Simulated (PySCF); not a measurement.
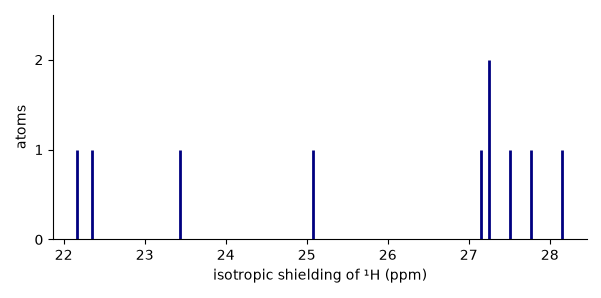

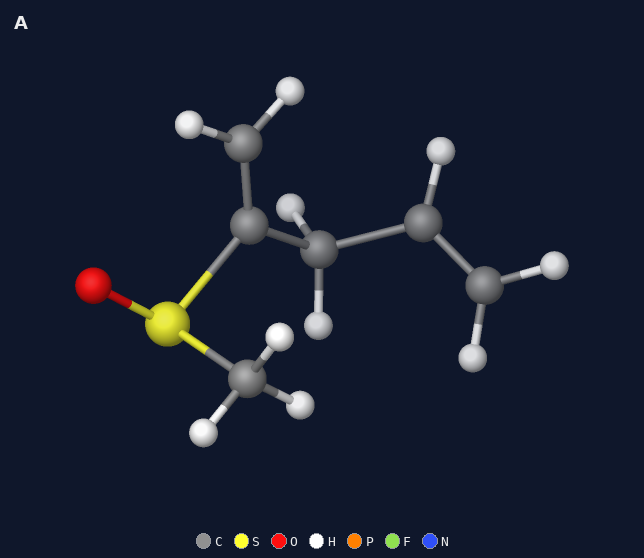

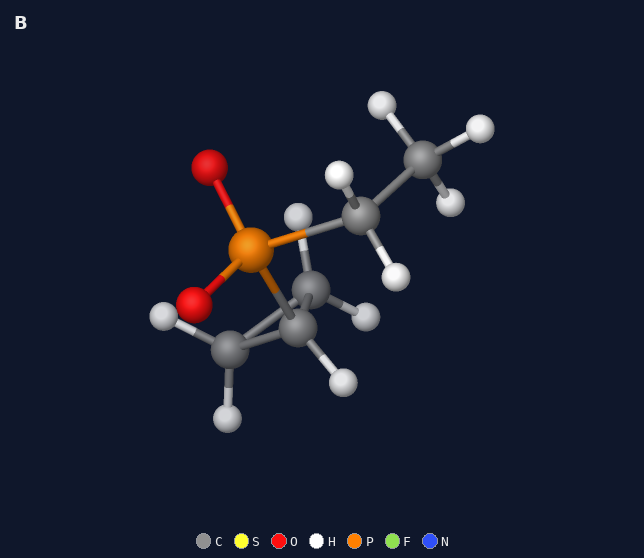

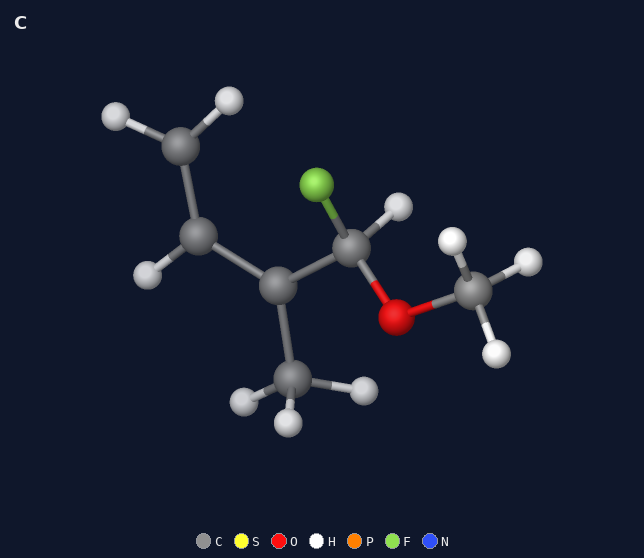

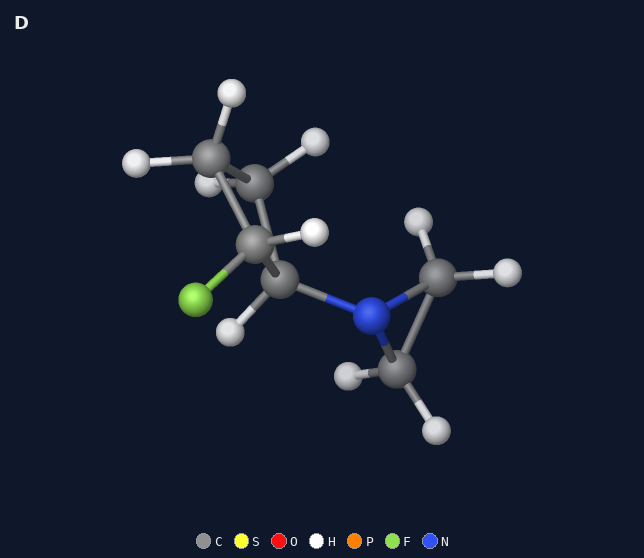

The sticks are computed shieldings of one of the molecules, for one fixed geometry (GFN2-xTB) without averaging over rotations. Low shielding means a high chemical shift. Method: GIAO PBE0/pcSseg-1 NMR shielding, non-relativistic, gas phase (PySCF 2.14.0).

> Which molecule gives this pattern?

C, `C=C[C+](C)[C@@H](F)OC`. Its 10 H atoms give lines at 22.17, 22.35, 23.43, 25.07, 27.15, 27.25 (2 atoms), 27.51, 27.77, 28.16 ppm.

The geometry is semi-empirical. Around P such bond lengths and angles can be off by a tenth of an ångström or more and by several degrees, and values that hang on the shape move with them.
